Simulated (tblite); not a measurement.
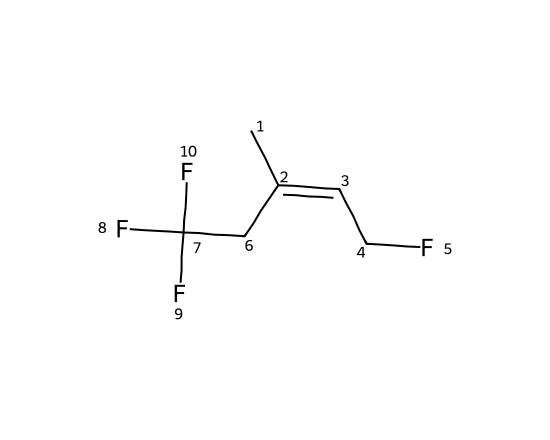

Skeletal drawing with numbered atoms; wedges and dashes mark any stereocentres. The configuration is that of a computed structure (GFN2-xTB).

### Assign CIP descriptors.

C2=C3: Z.

### Give a SMILES with the stereochemistry.

C/C(=C/CF)CC(F)(F)F
